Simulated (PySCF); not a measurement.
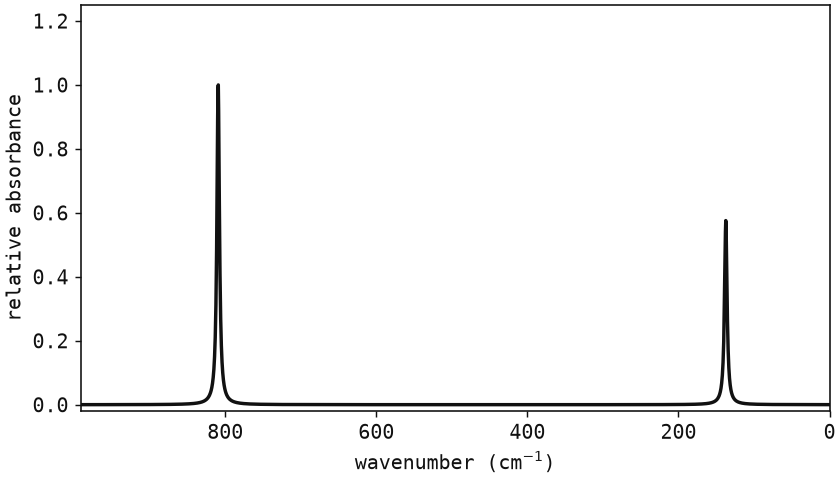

Unscaled harmonic wavenumbers and double-harmonic intensities, PBE0/def2-TZVP in PySCF, isolated molecule. Structures are the lowest points that the searches found. Degenerate modes count as one line, with their intensities summed. Lorentzian lines of 4 cm⁻¹ full width. Close modes add up in the curve.

Whose IR spectrum is this?
A. AlCl₂⁺, singlet
B. PH₄⁺, singlet
C. SO₂, singlet
D. GaH₃, singlet

Answer. A. It has its most intense lines at 809.4 and 137.4 cm⁻¹.
